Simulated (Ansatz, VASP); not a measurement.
# Mg (Magnesium) in two plane-wave programs

Aim: how closely do two programs agree when they are given the same cell, functional and k mesh? The cell comes out of the VASP series on this material, whose earlier steps may have relaxed, scaled or displaced it; both programs get it as it stands.

Calculated with Ansatz 0.2.0; plane waves, with VASP 6.6.1 beside it; relaxation of cell and atoms at r2SCAN with rVV10.

**1. Starting point**

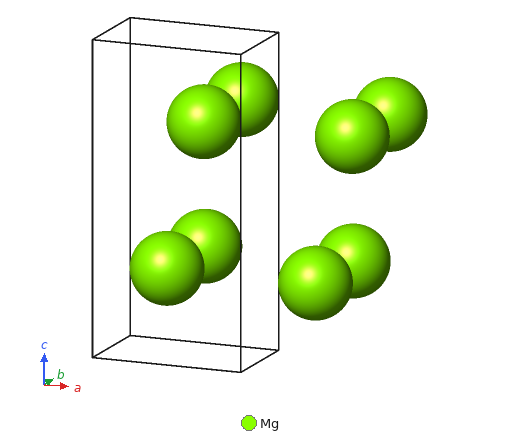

The starting structure, seen slightly off an axis (magnesium green). 2×2×1 cells are drawn.

**2. VASP: relaxation of cell and atoms, r2SCAN with rVV10**

The relaxed volume is the usual yardstick between codes: its relative difference is about their pressure difference at one cell divided by the bulk modulus.

Lines of VASP's logs that name or quote its potential files are left out, and so is its time.

File INCAR:

```
SYSTEM = Mg
PREC = Accurate
ENCUT = 450
EDIFF = 1E-06
NELM = 100
ISMEAR = 1
SIGMA = 0.1
LREAL = .FALSE.
ALGO = Normal
METAGGA = R2SCAN
LUSE_VDW = .TRUE.
IVDW_NL = 2
BPARAM = 11.95
CPARAM = 0.0093
LASPH = .TRUE.
LORBIT = 11
LWAVE = .FALSE.
LCHARG = .FALSE.
KPAR = 2
IBRION = 2
NSW = 50
ISIF = 3
EDIFFG = -0.01
```

File POSCAR:

```
Mg
1.0
    3.1680150774      0.0000000000      0.0000000000
   -1.5840075387      2.7435815366      0.0000000000
    0.0000000000      0.0000000000      5.1516254751
Mg
2
Direct
    0.6666666667      0.3333333333      0.7500000000
    0.3333333333      0.6666666667      0.2500000000
```

File KPOINTS:

```
Automatic mesh
0
Gamma
10 10 6
0 0 0
```

The projector-augmented-wave data sets are Mg (PBE family, release 64).

Launch:

```sh
mpirun -np 2 vasp_std
```

Numbers of over 12 decimals in the logs are rounded to 6 here.

Log:

```text
[banner, memory and clock lines left out]
running    2 mpi-ranks, on    1 nodes
 distrk:  each k-point on    1 cores,    2 groups
 distr:  one band on    1 cores,    1 groups

 POSCAR found type information on POSCAR Mg
 POSCAR found :  1 types and       2 ions
|                                                                             |
|               ----> ADVICE to this user running VASP <----                  |
|                                                                             |
|     You have switched on vdW-DFT.                                           |
|     This routine was written and supplied by Jiri Klimes. We recommend      |
|     that you carefully read and cite the following publications:            |
|       J. Klimes, D.R. Bowler, A. Michelides                                 |
|          J. Phys.: Cond Matt. 22 022201 (2010)                              |
|       J. Klimes, D.R. Bowler, A. Michelides                                 |
|          Phys. Rev. B. 83, 195131 (2011)                                    |
|     and references therein.                                                 |
|                                                                             |

|                                                                             |
|               ----> ADVICE to this user running VASP <----                  |
|                                                                             |
|     You enforced a specific xc type in the INCAR file but a different       |
|     [... a line on the potential file left out ...]
|     I HOPE YOU KNOW WHAT YOU ARE DOING!                                     |
|                                                                             |

 LDA part: xc-table for (None), standard interpolation
 POSCAR, INCAR and KPOINTS ok, starting setup
 FFT: planning ... GRIDC
 FFT: planning ... GRID_SOFT
 FFT: planning ... GRID
 WAVECAR not read
 entering main loop
       N       E                     dE             d eps       ncg     rms          rms(c)
Total rVV10 correction in eV:      0.2407955    10.5513600
Total rVV10 correction in eV:      0.2407955    10.5513600
DAV:   1    -0.509740224814E+01   -0.50974E+01   -0.12776E+03   672   0.444E+02
DAV:   2    -0.806567088703E+01   -0.29683E+01   -0.27980E+01   906   0.293E+01
DAV:   3    -0.808590194297E+01   -0.20231E-01   -0.20146E-01   978   0.332E+00
DAV:   4    -0.808599368319E+01   -0.91740E-04   -0.91415E-04   942   0.173E-01
DAV:   5    -0.808599459143E+01   -0.90824E-06   -0.90792E-06   918   0.109E-02    0.945E-01
Total rVV10 correction in eV:      0.2399562    10.5513600
Total rVV10 correction in eV:      0.2399562    10.5513600
DAV:   6    -0.803221005367E+01    0.53785E-01   -0.10481E-01   810   0.198E+00    0.697E-01
Total rVV10 correction in eV:      0.2391211    10.5513600
Total rVV10 correction in eV:      0.2391211    10.5513600
DAV:   7    -0.804522342371E+01   -0.13013E-01   -0.17677E-02   738   0.164E+00    0.198E-01
Total rVV10 correction in eV:      0.2391167    10.5513600
Total rVV10 correction in eV:      0.2391167    10.5513600
DAV:   8    -0.804541549694E+01   -0.19207E-03   -0.31048E-04   930   0.204E-01    0.207E-02
Total rVV10 correction in eV:      0.2390592    10.5513600
Total rVV10 correction in eV:      0.2390592    10.5513600
DAV:   9    -0.804541218279E+01    0.33141E-05   -0.12501E-05   792   0.274E-02    0.197E-03
Total rVV10 correction in eV:      0.2390515    10.5513600
Total rVV10 correction in eV:      0.2390515    10.5513600
DAV:  10    -0.804541316794E+01   -0.98515E-06   -0.18180E-07   636   0.370E-03
Total rVV10 correction in eV:      0.2390485    10.5513600
Total rVV10 correction in eV:      0.2390485    10.5513600
Total rVV10 correction in eV:      0.2390485    10.5513600
Total rVV10 correction in eV:      0.2390485    10.5513600
   1 F= -.80454132E+01 E0= -.80447756E+01  d E =-.804541E+01
 curvature:   0.00 expect dE= 0.000E+00 dE for cont linesearch  0.000E+00
 trial: gam= 0.00000 g(F)=  0.815E-45 g(S)=  0.645E-05 ort = 0.000E+00 (trialstep = 0.100E+01)
 search vector abs. value=  0.645E-05
 reached required accuracy - stopping structural energy minimisation
```

Parts of OUTCAR (step 2):

```text
ion  position               nearest neighbor table
   1  0.667  0.333  0.750-   2 3.16   2 3.16   2 3.16   2 3.16   2 3.16   2 3.16
   2  0.333  0.667  0.250-   1 3.16   1 3.16   1 3.16   1 3.16   1 3.16   1 3.16

  LATTYP: Found a hexagonal cell.
 ALAT       =     3.1680150774
 C/A-ratio  =     1.6261366658

 Subroutine GETGRP returns: Found 24 space group operations
 (whereof 12 operations were pure point group operations)

The static configuration has the point symmetry D_3d.
 The point group associated with its full space group is D_6h.

 Found     56 irreducible k-points:

   k-points           NKPTS =     56   k-points in BZ     NKDIM =     56   number of bands    NBANDS=      6

   dimension x,y,z NGX =    24 NGY =   24 NGZ =   36
   dimension x,y,z NGXF=    48 NGYF=   48 NGZF=   72

   ENCUT  =  450.0 eV  33.07 Ry    5.75 a.u.   5.48  5.48  8.91*2*pi/ulx,y,z

   NELECT =       4.0000    total number of electrons

 k-points in reciprocal lattice and weights: Automatic mesh
   0.00000000  0.00000000  0.00000000       0.002
   0.10000000  0.00000000  0.00000000       0.010
   0.20000000  0.00000000  0.00000000       0.010
   0.30000000 -0.00000000  0.00000000       0.010
   0.40000000 -0.00000000  0.00000000       0.010
   0.50000000  0.00000000  0.00000000       0.005
   0.10000000  0.10000000  0.00000000       0.010
   0.20000000  0.10000000  0.00000000       0.020
   0.30000000  0.10000000  0.00000000       0.020
[...]
0.40000000  0.20000000  0.50000000       0.010
   0.30000000  0.30000000  0.50000000       0.010

 average (electrostatic) potential at core
       1 -42.3115       2 -42.3115

 E-fermi :   2.8735

 k-point     1 :       0.0000    0.0000    0.0000
  band No.  band energies     occupation
      1      -4.7339      2.00000
      2       0.8111      2.00000
      3       1.5555      2.00000
      4      14.6372      0.00000
      5      14.6374      0.00000
      6      14.8563      0.00000

 k-point     2 :       0.1000    0.0000    0.0000
  band No.  band energies     occupation
      1      -4.5206      2.00000
      2       1.0078      2.00000
      3       1.7578      2.00000
      4      11.6466      0.00000
      5      13.1547      0.00000
      6      13.9654      0.00000

 k-point     3 :       0.2000    0.0000    0.0000
  band No.  band energies     occupation
      1      -3.8835      2.00000
      2       1.5984      2.00000
      3       2.3485      2.00000
      4       8.4360      0.00000
      5      11.9115      0.00000
      6      12.2855      0.00000

  Total        0.0002939      0.0002939     -0.0163480      0.0000000      0.0000000     -0.0000000
  in kB        0.0105157      0.0105157     -0.5849605      0.0000000      0.0000000     -0.0000000
  external PRESSURE =      -0.1879764 kB  Pullay stress =       0.0000000 kB

  energy-cutoff  :      450.00
  volume of cell :       44.78
      direct lattice vectors                 reciprocal lattice vectors
     3.168015077  0.000000000  0.000000000     0.315655063  0.182243536  0.000000000
    -1.584007539  2.743581537  0.000000000     0.000000000  0.364487072  0.000000000
     0.000000000  0.000000000  5.151625475     0.000000000  0.000000000  0.194113490

 POSITION                                       TOTAL-FORCE (eV/Angst)
 -----------------------------------------------------------------------------------
      1.58401      0.91453      3.86372        -0.000000     -0.000000      0.000000
     -0.00000      1.82905      1.28791         0.000000      0.000000      0.000000
 -----------------------------------------------------------------------------------
    total drift:                                0.000000     -0.000000      0.000000

  FREE ENERGIE OF THE ION-ELECTRON SYSTEM (eV)
  ---------------------------------------------------
  free  energy   TOTEN  =        -8.0454131679 eV

  energy  without entropy=       -8.0435005059  energy(sigma->0) =       -8.04477561

 reached required accuracy - stopping structural energy minimisation

 total charge
# of ion       s       p       d       tot
------------------------------------------
    1        0.196   0.133   0.012   0.340
    2        0.196   0.133   0.012   0.340
--------------------------------------------------
tot          0.391   0.265   0.023   0.680

[... 3 further parts left out ...]
```

CONTCAR:

```
Mg
   1.00000000000000
     3.1680150774000002    0.0000000000000000    0.0000000000000000
    -1.5840075387000001    2.7435815365999998    0.0000000000000000
     0.0000000000000000    0.0000000000000000    5.1516254751000004
  Mg
     2
Direct
     0.6666666667000030    0.3333333332999970    0.7500000000000000
     0.3333333332999970    0.6666666667000030    0.2500000000000000
```

**3. Ansatz: relaxation of cell and atoms, r2SCAN with rVV10**

Ansatz runs on its default PAW (the set named soft_2) files.

The same cell, functional, mesh and smearing now go to Ansatz, which takes its cutoff from its data sets.

File input.yaml:

```yaml
crystal:
  lattice:
    - [3.1680150774, 0.0, 0.0]
    - [-1.5840075387, 2.7435815366, 0.0]
    - [0.0, 0.0, 5.1516254751]
  atoms:
    - { symbol: Mg, position: [0.6666666667, 0.3333333333, 0.75] }
    - { symbol: Mg, position: [0.3333333333, 0.6666666667, 0.25] }
hamiltonian:
  xc: r2scan
  pseudopotentials: { kind: paw }
  dispersion: rvv10
kpoints:
  mp_grid: { grid: [10, 10, 6] }
scf:
  occupations: { method: methfessel_paxton, width: 0.1 }
relax:
  f_tol: 0.01
  max_steps: 60
  cell: { stress_tol: 0.05 }
output:
  forces: true
  stress: true
```

Launch:

```sh
ansatz run input.yaml --threads 4 --pin off --max-ram 9216MiB --backend cpu --events-out ev --progress --plain --runs-dir out
```

Log:

```text
Engine: ansatz 0.2.0, aarch64-unknown-linux-gnu
Pseudopotentials: kind: paw
Pseudopotential: Mg, paw, valence charge 10, recommended cutoff 500 eV (meta_gga), Mg.paw.azcp
Functional definition: r2SCAN+rVV10
  parameter k0 = 0.174
  parameter k1 = 0.065
  parameter a1 = 4.9479
  exchange = r2scan_x(k0 = k0, k1 = k1, a1 = a1)
  correlation = r2scan_c + rvv10(11.95, 0.0093)
Crystal: 2 atoms, lattice volume = 44.776 Å³
Basis set: ecut = 500 eV, 1105 PW (Γ), exchange–correlation on 108×108×180 points (64 copies of the dense FFT grid, shifted against one another)
Bands: 14, of which v1, the nominal top of the filled ones, is band 10 counted from 1 (9 counted from 0)
Symmetry: 24 space group operations
Space group: P63/mmc (ITA 194), of the structure as read, at distance tolerance 3.6e-5 Å
k-points: 56 of 600
Non-local potential: Mg, projectors of the file, l = 0: 3, l = 1: 2, l = 2: 1
PAW form: soft (Blöchl's): semilocal exchange-correlation on the pseudo side does not see the compensation charge
rVV10 density: all electrons in the spheres
PAW frozen core: Mg, regenerated for the run's functional (the file was generated under x = pbe(κ = 0.804, μ = 0.219515), c = pbe(β = 0.066725))
PAW one-centre angular grid: Mg, 302 points (default); XC on 224 Gauss nodes
Initial density: superposition of atomic densities (neutral atoms: chi_scale 0, normalization atom), corrected by the library's trained network
Initial wavefunctions: pseudopotential atomic-orbital guess
Functional: x = r2scan, c = r2scan + rvv10(b = 11.95, C = 0.0093); τ floored in thin density (d = 2e-4 eV/Å³)
SCF iter   1: F=—  HF=-3851.942823 eV  |F-HF|=—  |Δ(HF+E_count)|=         —  Δρ=7.30e-3  dr2=7.60e-3  dr2_τ=6.68e-4  ethr=1.77e-3  ⟨swp⟩=5.0  Hψ=4199  notcnv=0
preconditioner: auto → none  [metal: Δε(μ)=0.020 eV  Ē_g=7.522 eV  σ=0.100 eV  W_gap=0.17  n_scr=8 (ndim 8)  ℏωp=11.1 eV  f_vac=0.000  D(μ)=1.98/eV (n_scr^D=22)  sad-step TF]
SCF iter   2: F=—  HF=-3851.950871 eV  |F-HF|=—  |Δ(HF+E_count)|=   8.05e-3  S|Δr|=    0.00e0  Δρ=3.05e-3  dr2=1.93e-3  dr2_τ=5.40e-5  ethr=3.80e-5  ⟨swp⟩=2.0  Hψ=2016  notcnv=0
SCF iter   3: F=—  HF=-3851.951339 eV  |F-HF|=—  |Δ(HF+E_count)|=   4.68e-4  S|Δr|=    0.00e0  Δρ=6.24e-4  dr2=1.09e-4  dr2_τ=3.99e-6  ethr=9.64e-6  ⟨swp⟩=2.9  Hψ=1340  notcnv=0
SCF iter   4: F=—  HF=-3851.951405 eV  |F-HF|=—  |Δ(HF+E_count)|=   6.61e-5  S|Δr|=    0.00e0  Δρ=5.90e-5  dr2=1.17e-6  dr2_τ=3.72e-8  ethr=5.45e-7  ⟨swp⟩=1.6  Hψ=838  notcnv=0
SCF iter   5: F=—  HF=-3851.951407 eV  |F-HF|=—  |Δ(HF+E_count)|=   1.84e-6  S|Δr|=    0.00e0  Δρ=4.07e-6  dr2=3.87e-9  dr2_τ=3.70e-10  ethr=5.00e-10  ⟨swp⟩=5.0  Hψ=2810  notcnv=0
SCF iter   6: F=-3851.951407 eV  HF=-3851.951407 eV  |F-HF|=6.37e-12  |Δ(HF+E_count)|=   6.55e-9  S|Δr|=    0.00e0  Δρ=3.06e-7  dr2=4.90e-11  dr2_τ=1.41e-12  ethr=1.93e-11  ⟨swp⟩=1.3  Hψ=2390  notcnv=0
SCF 1 converged in 6 iterations: F = -3851.951407 eV  dr2 = 4.90e-11
  greatest PAW one-centre occupation: 1.000 electrons in one spin orbital (limit 2), on the Mg atom at site 1 (counted from 0), in its partial waves of l = 0
relax step   1: F+E_penalty+E_count = -3851.95140697 eV  Δ(F+E_penalty+E_count) = +0.000e0 eV  max|allowed force component| = 4.626e-17 eV/Å  Δτ_max = 0.0000 Å  P = +0.234 GPa  Ω = 44.776 Å³  (6 SCF iters, dr2 threshold 1.00e-7 eV, accepted)
[... from here on, the SCF cycles and remarks between the steps are left out ...]
relax step   2: F+E_penalty+E_count = -3851.95156921 eV  Δ(F+E_penalty+E_count) = -1.622e-4 eV  max|allowed force component| = 6.708e-17 eV/Å  Δτ_max = 0.0000 Å  P = +0.020 GPa  Ω = 45.011 Å³  energy of the carried Pulay correction = -4.240e-5 eV  (3 SCF iters, dr2 threshold 1.78e-7 eV, accepted)
relax step   3: F+E_penalty+E_count = -3851.95158704 eV  Δ(F+E_penalty+E_count) = -1.783e-5 eV  max|allowed force component| = 3.701e-17 eV/Å  Δτ_max = 0.0000 Å  P = -0.015 GPa  Ω = 45.046 Å³  energy of the carried Pulay correction = -4.858e-5 eV  (4 SCF iters, dr2 threshold 6.35e-9 eV, accepted)
relax step   4: F+E_penalty+E_count = -3851.94247382 eV  Δ(F+E_penalty+E_count) = +9.113e-3 eV  max|allowed force component| = 6.939e-18 eV/Å  Δτ_max = 0.0000 Å  P = -0.447 GPa  Ω = 45.661 Å³  energy of the carried Pulay correction = -1.574e-4 eV  (4 SCF iters, dr2 threshold 1.92e-8 eV, rejected (line search))
relax step   5: F+E_penalty+E_count = -3851.95160646 eV  Δ(F+E_penalty+E_count) = -1.942e-5 eV  max|allowed force component| = 7.748e-17 eV/Å  Δτ_max = 0.0000 Å  P = -0.029 GPa  Ω = 45.057 Å³  energy of the carried Pulay correction = -5.057e-5 eV  (7 SCF iters, accepted)
relax step   6: F+E_penalty+E_count = -3851.95163356 eV  Δ(F+E_penalty+E_count) = -2.710e-5 eV  max|allowed force component| = 3.701e-17 eV/Å  Δτ_max = 0.0000 Å  P = -0.001 GPa  Ω = 45.024 Å³  energy of the carried Pulay correction = -4.456e-5 eV  (4 SCF iters, dr2 threshold 2.61e-8 eV, accepted)
relax step   7: F+E_penalty+E_count = -3851.95165778 eV  Δ(F+E_penalty+E_count) = -2.422e-5 eV  max|allowed force component| = 9.252e-17 eV/Å  Δτ_max = 0.0000 Å  P = +0.003 GPa  Ω = 45.016 Å³  energy of the carried Pulay correction = -4.326e-5 eV  (3 SCF iters, dr2 threshold 2.40e-8 eV, accepted)
relax step   8: F+E_penalty+E_count = -3851.95169861 eV  Δ(F+E_penalty+E_count) = -4.083e-5 eV  max|allowed force component| = 9.252e-17 eV/Å  Δτ_max = 0.0000 Å  P = +0.002 GPa  Ω = 45.016 Å³  stress off target by 2.59e-2 GPa  SCF on the basis re-selected at this cell (its energy is not comparable with the rows above)  (4 SCF iters)
basis re-selected at this cell: Δ(F+E_penalty+E_count) = -4.083e-5 eV, ΔP = -0.000 GPa vs the last step (what re-selecting the basis moved, of the pressure what is left beyond the Pulay correction that the steps carried, after the strain that the cell walked since its last selection, with what the two solves' SCF thresholds leave and, on support functions, any second-order correction that the steps lacked; it is no m [...]
SCF converged after 4 iterations
Stability not checked: this state was not tested for a lower state beside it, because cold or Methfessel-Paxton smearing, or corrected tetrahedra, fill the levels in a way that the test cannot read (fill_not_monotonic; see scf.lower_state_search)
Free energy (F): -3851.951699 eV
Harris-Foulkes:  -3851.951699 eV  (|F-HF|=5.91e-12)
Internal energy: -3851.949950 eV  (E = F + TS)
E sigma→0 (E₀):  -3851.951261 eV
Entropy (-TS):   -0.001749 eV (-0.875 meV/atom)
Fermi energy:    5.920163 eV
--- Per-component energies (eV) ---
  E_band       = -739.372702
  E_kinetic    = 148.832661
  E_local      = -3227.853655  (includes V_loc(G=0)·N_el)
  E_nonlocal   = 191.722740
  E_hartree    = 1152.863388
  E_xc         = -52.038471
  E_vxc        = -76.176230  (∫ρ·V_xc dr)
  E_paw        = -592.481971  (= ΣΔE_a)
  E_vpaw       = -86.631542  (= ΣTr[D̂ρ^β])
  E_aug_tail   = -0.000005  (compensation charges beyond the density's cutoff)
  E_vtau       = 5.006548  (kinetic-family band-sum trace: ∫τ·v_τ [+ j·A + Jᵃ·Aᵃ] dr)
  E_ewald      = -1472.942221
  E_core_change = -0.052416  (= ΣΔE_core)
  E_smearing   = -0.001749  (= −TS)
  E_closure    = -0.000000  (closes the sum)
  Σ components = -3851.951699   (vs F -3851.951699, Δ=0.00e0)
--- Forces (eV/Å), atoms counted from 1 ---
  atom   1  Mg     0.00000000    -0.00000000     0.00000000
  atom   2  Mg    -0.00000000     0.00000000    -0.00000000
  max |Σ_I F_I| component: 4.63e-18 eV/Å
--- Stress (GPa, compression-positive) ---
        0.016559      -0.000000      -0.000000
        0.000000       0.016559      -0.000000
       -0.000000      -0.000000      -0.025911
  P = ⅓ Tr σ = 0.0024 GPa (0.024 kbar)
--- Relaxed structure (7 steps of the walk, 6 accepted, 1 SCFs on fresh bases) ---
  F+E_penalty+E_count = -3851.95169861 eV   max|allowed force component| = 9.252e-17 eV/Å   (the final SCF, on the basis selected at the relaxed cell)
  cell:  # Å, volume = 45.0164 Å³
    - [3.179935, 0, 0]
    - [-1.589967, 2.753904, 0]
    - [0, 0, 5.140482]
  atoms:
    - { symbol: Mg, position: [0.666667, 0.333333, 0.75] }
    - { symbol: Mg, position: [0.333333, 0.666667, 0.25] }
```

Run time: 11 s. Hardware: 4 threads of Arm Neoverse V2, shared host; peak memory 0.47 GiB; 39 s of CPU time.

**4. Side by side**

Known differences besides the PAW data sets themselves: VASP keeps PBE cores, Ansatz makes them for the functional; both relaxations stop at a tolerance, which leaves soft axes loose, and VASP keeps its plane-wave basis; the data sets hold 20 valence electrons in Ansatz (default PAW (the set named soft_2) files) and 4 in VASP; the cutoff is 500 eV in Ansatz and 450 eV in VASP; Ansatz adds a Pulay correction to the stress that steers its cell, VASP none. Total energies have different zeros and are not compared.

The two programs side by side:

```
                                         quantity  Ansatz   VASP  difference
                                      volume (Å³)   45.02  44.78     +0.54 %
edge a after relaxation, in the typed setting (Å)   3.180  3.168     +0.38 %
edge c after relaxation, in the typed setting (Å)   5.141  5.152     -0.22 %
```

The walks stopped with 0.00 GPa left in Ansatz and -0.02 GPa in VASP; each walk ends within a tolerance, so the volume difference is uncertain by about these residues over the bulk modulus, most in soft cells.

**5. Results**

- difference in volume (relaxation of cell and atoms, r2SCAN with rVV10): 0.54 %

The difference in volume is 0.54 % (relaxation of cell and atoms, r2SCAN with rVV10), within the 1.2 % picked in this series as the mark of a large difference, as far as the stopping tolerances let one tell. Differences of this kind measure data sets and numerical settings, not the functional's error against experiment.

[Lines on the potential files, build, host, timing and source positions are cut from VASP's logs without a mark.]

[Logs are printed without paths, hosts, clocks, repeated set-up lines and the standing remarks that a program may print on its own settings, such as how far it seeks lower states.]

[Hosts, paths, dates, database ids (printed as entryN), source tags and the programs' standing remarks are cut or masked in the printed files.]
